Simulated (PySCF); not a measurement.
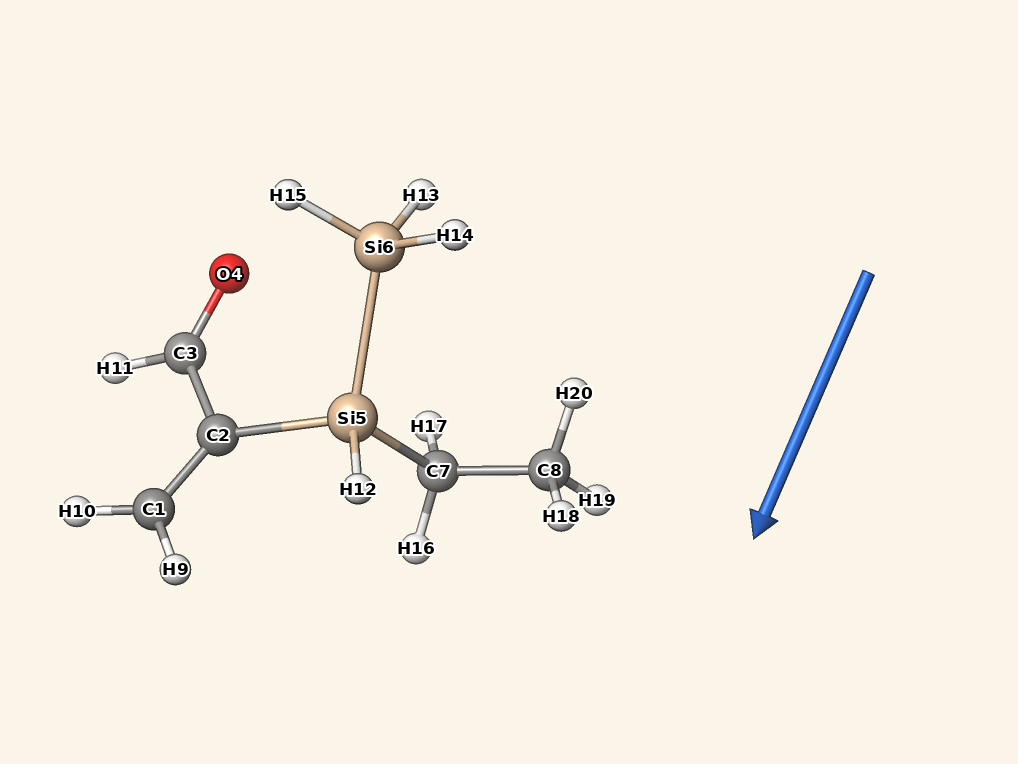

The arrow beside the molecule shows the direction of the dipole moment, from the negative to the positive end (its length means nothing). The geometry was computed by an optimisation with GFN2-xTB. No frequency run is at hand to confirm it as a minimum. Properties computed with PBE0/pcSseg-1, gas phase (PySCF 2.14.0).

Estimate the dipole moment.

Answer. 3.24 D; it points from the side of H13 to the side of H9, H10 (the outermost atoms at the two ends).

The geometry is semi-empirical. Around Si such bond lengths and angles can be off by a tenth of an ångström or more and by several degrees, and values that hang on the shape move with them.
